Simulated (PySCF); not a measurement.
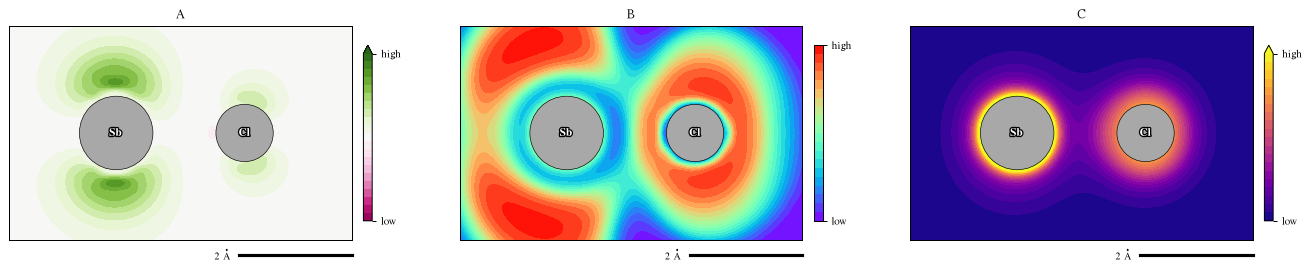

SbCl (charge +1, doublet): 3 fields on a plane that holds the molecular axis, with unlabelled colour scales. Grey discs cover the atomic cores.

Core potentials replace the inner electrons of Sb.

The calculation used PBE0/def2-SVP, non-relativistic Hamiltonian with scalar-relativistic core potentials where named, at a bond length of 2.282 Å (PySCF 2.14.0).

```xyz
2

Sb    0.0000    0.0000   -0.5119
Cl    0.0000    0.0000    1.7701
```

Which field does each panel show? The fields are: electron density, electron localisation function and spin density.

Answer. Panel A: spin density (confined to the atoms that carry the unpaired spin). Panel B: electron localisation function. Panel C: electron density. From the grid: Sb–Cl (2.28 Å): ρ is about 0.64 e/Å³ halfway; the ELF peaks at about 0.80 in the valence shell of Cl, 0.8 Å from its nucleus, and drops to about 0.15 between the two atoms.
